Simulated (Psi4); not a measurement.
# SiO2 (silicon dioxide molecule) at 3 levels

Aim: a comparison of 3 runs (BHLYP/cc-pVTZ, TPSS/cc-pVTZ, revPBE/cc-pVTZ) of SiO2 (silicon dioxide molecule). 

Program for the calculation: Psi4 1.11.

3 further runs of the same task are left out: 2 that didn't finish, 1 set aside as unsound or not needed.

**1. The system as given**

The species is SiO2 (3 atoms), meant as a singlet with charge 0. As SMILES, `O=[Si]=O`. One bond was lengthened or shortened from a relaxed shape.

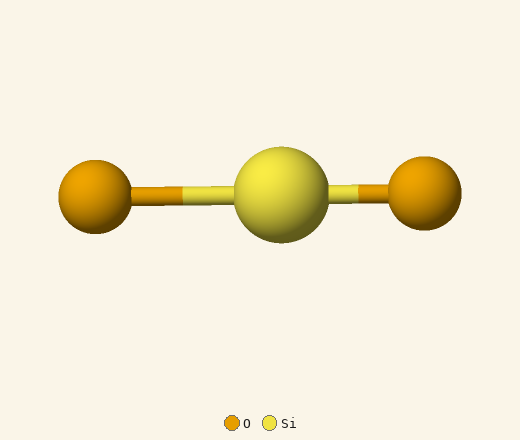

Viewed from a chosen angle; oxygen amber, silicon yellow.

**2. Energy and forces at BHLYP/cc-pVTZ (run 1)**

File input.inp:

```
memory 2200 MB

molecule {
  O      0.907039     1.598457     0.674378
  Si    -0.000010     0.000000     0.000000
  O     -0.697730    -1.229610    -0.518760
  symmetry c1
}

set {
  basis                cc-pVTZ
  reference            rks
  puream               true
  e_convergence        1e-09
  d_convergence        1e-08
  scf_type             pk
  dft_radial_points    99
  dft_spherical_points 590
}

e_tot = gradient("bhhlyp")
```

Run with:

```console
psi4 input.inp input.out -n 1
```

input.out:

```text
[...]
  Running in c1 symmetry.
[...]
  Nuclear repulsion =   79.408136821326877
[...]
  Multiplicity = 1
[...]
  Nalpha       = 15
  Nbeta        = 15
[...]
    Number of basis functions: 94
[...]
   @RKS iter   1:  -439.38433772386685   -6.55891e-01   1.07033e-02 DIIS/ADIIS
[...]
   @RKS iter  13:  -439.82784139575062   -7.38964e-13   4.02193e-09 DIIS
[...]
    Orbital Energies [Eh]
    ---------------------
    Doubly Occupied:
       1A    -67.288245     2A    -19.728597     3A    -19.721873
       4A     -5.734680     5A     -4.000176     6A     -4.000176
       7A     -3.992524     8A     -1.130135     9A     -1.031434
      10A     -0.556845    11A     -0.452961    12A     -0.452961
      13A     -0.440903    14A     -0.384888    15A     -0.384888
[...]
  @RKS Final Energy:  -439.82784139575062
   => Energetics <=
    Nuclear Repulsion Energy =             79.4081368213268775
    One-Electron Energy =                -765.8358858326838572
    Two-Electron Energy =                 266.1466965944161984
    DFT Exchange-Correlation Energy =     -19.5467889788097722
    Empirical Dispersion Energy =           0.0000000000000000
    VV10 Nonlocal Energy =                  0.0000000000000000
    Total Energy =                       -439.8278413957506245
[...]
 Multipole Moments:
 ------------------------------------------------------------------------------------
     Multipole            Electronic (a.u.)      Nuclear  (a.u.)        Total (a.u.)
 ------------------------------------------------------------------------------------
 L = 1.  Multiply by 2.5417464519 to convert [e a0] to [Debye]
 Dipole X            :         -0.0000217           -0.0000001           -0.0000218
 Dipole Y            :         -0.0000006           -0.0000000           -0.0000006
 Dipole Z            :         -0.2766153           -0.0016143           -0.2782295
 Magnitude           :                                                    0.2782295
[...]
  -Total Gradient:
     Atom            X                  Y                   Z
    ------   -----------------  -----------------  -----------------
       1        0.000000250412     0.000000006997     0.140939542937
       2       -0.000000857412    -0.000000023961    -0.122093373591
       3        0.000000606414     0.000000016948    -0.018847228198
[...]
```

Wall time 48 s (1 thread of Intel Xeon at 2.50GHz (Skylake/Cascade Lake), shared host); peak memory 0.93 GiB.

**3. The energy at TPSS/cc-pVTZ (run 2)**

File o2si.inp:

```
memory 2200 MB

molecule {
  0 1
  O      0.907039     1.598457     0.674378
  Si    -0.000010     0.000000     0.000000
  O     -0.697730    -1.229610    -0.518760
  symmetry c1
}

set puream true
set e_convergence 1e-09
set d_convergence 1e-08
set scf_type pk
set dft_radial_points 99
set dft_spherical_points 590

energy("tpss/cc-pVTZ")
print_variables()
```

Run with:

```console
psi4 -n 1 o2si.inp o2si.out
```

o2si.out:

```text
[...]
  Running in c1 symmetry.
[...]
  Nuclear repulsion =   79.408136821326877
[...]
  Multiplicity = 1
[...]
  Nalpha       = 15
  Nbeta        = 15
[...]
    Number of basis functions: 94
[...]
   @RKS iter   1:  -439.44512326847433   -2.12403e-01   1.22076e-02 DIIS/ADIIS
[...]
   @RKS iter  13:  -439.96945473273962   -7.38964e-13   4.83974e-09 DIIS
[...]
    Orbital Energies [Eh]
    ---------------------
    Doubly Occupied:
       1A    -65.813405     2A    -18.934722     3A    -18.930678
       4A     -5.227218     5A     -3.605038     6A     -3.605038
       7A     -3.596316     8A     -0.939861     9A     -0.841935
      10A     -0.445465    11A     -0.356646    12A     -0.349293
      13A     -0.349293    14A     -0.268642    15A     -0.268642
[...]
  @RKS Final Energy:  -439.96945473273962
   => Energetics <=
    Nuclear Repulsion Energy =             79.4081368213268775
    One-Electron Energy =                -765.7964018400952000
    Two-Electron Energy =                 284.3636266917364992
    DFT Exchange-Correlation Energy =     -37.9448164057077477
    Empirical Dispersion Energy =           0.0000000000000000
    VV10 Nonlocal Energy =                  0.0000000000000000
    Total Energy =                       -439.9694547327396208
[...]
 Multipole Moments:
 ------------------------------------------------------------------------------------
     Multipole            Electronic (a.u.)      Nuclear  (a.u.)        Total (a.u.)
 ------------------------------------------------------------------------------------
 L = 1.  Multiply by 2.5417464519 to convert [e a0] to [Debye]
 Dipole X            :         -0.0000162           -0.0000001           -0.0000163
 Dipole Y            :         -0.0000005           -0.0000000           -0.0000005
 Dipole Z            :         -0.3679905           -0.0016143           -0.3696048
 Magnitude           :                                                    0.3696048
[...]
```

Wall time 36 s (1 thread of Intel Xeon at 2.50GHz (Skylake/Cascade Lake), shared host); peak memory 1.5 GiB.

**4. Energy and gradient at revPBE/cc-pVTZ (run 3)**

File o2si.in:

```
memory 2200 mb

molecule m {
  O      0.907039     1.598457     0.674378
  Si    -0.000010     0.000000     0.000000
  O     -0.697730    -1.229610    -0.518760
  symmetry c1
  no_reorient
  no_com
}

set globals {
  puream true
  e_convergence 1e-09
  d_convergence 1e-08
  scf_type pk
  dft_radial_points 99
  dft_spherical_points 590
}

result = gradient("revpbe/cc-pVTZ")
```

Run with:

```console
psi4 -n 1 o2si.in o2si.out
```

o2si.out:

```text
[...]
  Running in c1 symmetry.
[...]
  Nuclear repulsion =   79.408136821326877
[...]
  Multiplicity = 1
[...]
  Nalpha       = 15
  Nbeta        = 15
[...]
    Number of basis functions: 94
[...]
   @RKS iter   1:  -439.31434575078754   -1.91189e-01   1.21578e-02 ADIIS/DIIS
[...]
   @RKS iter  13:  -439.83475171628191   -2.07478e-11   9.06971e-09 DIIS
[...]
    Orbital Energies [Eh]
    ---------------------
    Doubly Occupied:
       1A    -65.559944     2A    -18.813954     3A    -18.808032
       4A     -5.172321     5A     -3.581055     6A     -3.581055
       7A     -3.571965     8A     -0.918874     9A     -0.820815
      10A     -0.438833    11A     -0.352336    12A     -0.343319
      13A     -0.343319    14A     -0.261607    15A     -0.261607
[...]
  @RKS Final Energy:  -439.83475171628191
   => Energetics <=
    Nuclear Repulsion Energy =             79.4081368213268775
    One-Electron Energy =                -765.7454951562061751
    Two-Electron Energy =                 284.2938423590313732
    DFT Exchange-Correlation Energy =     -37.7912357404339332
    Empirical Dispersion Energy =           0.0000000000000000
    VV10 Nonlocal Energy =                  0.0000000000000000
    Total Energy =                       -439.8347517162819145
[...]
 Multipole Moments:
 ------------------------------------------------------------------------------------
     Multipole            Electronic (a.u.)      Nuclear  (a.u.)        Total (a.u.)
 ------------------------------------------------------------------------------------
 L = 1.  Multiply by 2.5417464519 to convert [e a0] to [Debye]
 Dipole X            :         -3.3363375            3.1640289           -0.1723086
 Dipole Y            :         -5.8797789            5.5761585           -0.3036204
 Dipole Z            :         -2.4807014            2.3526032           -0.1280982
 Magnitude           :                                                    0.3718666
[...]
  -Total Gradient:
     Atom            X                  Y                   Z
    ------   -----------------  -----------------  -----------------
       1        0.062136331963     0.109499984029     0.046197328358
       2       -0.078160326703    -0.137738899559    -0.058111092191
       3        0.016021490365     0.028234503833     0.011911902423
[...]
```

Wall time 51 s (1 thread of Intel Xeon at 2.50GHz (Skylake/Cascade Lake), shared host); peak memory 0.93 GiB.

**5. All runs side by side**

```csv
run,level,task,energy (Eh),dipole moment (D),HOMO energy (eV),LUMO energy (eV),wall time
1,BHLYP/cc-pVTZ,gradient,-439.827841,0.71,-10.47,-3.32,48 s
2,TPSS/cc-pVTZ,energy,-439.969455,0.94,-7.31,-5.31,36 s
3,revPBE/cc-pVTZ,gradient,-439.834752,0.95,-7.12,-5.32,51 s
```

**6. What came out**

| quantity | value |
| --- | --- |
| run 3: total energy | -439.83475 Eh |
| run 3: dipole moment | 0.95 D |
| run 3: HOMO energy | -7.12 eV |
| run 3: LUMO energy | -5.32 eV |
| run 3: HOMO–LUMO gap | 1.80 eV |
| run 3: largest force on an atom | 8.675 eV/Å |

What this shows: The dipole moment (its size) runs from 0.71 D (BHLYP/cc-pVTZ) to 0.95 D (revPBE/cc-pVTZ). The HOMO–LUMO gap runs from 1.80 eV (revPBE/cc-pVTZ) to 7.16 eV (BHLYP/cc-pVTZ). Totals of different functionals can't be ranked against each other. All runs together took 2.2 min, the longest 51 s.
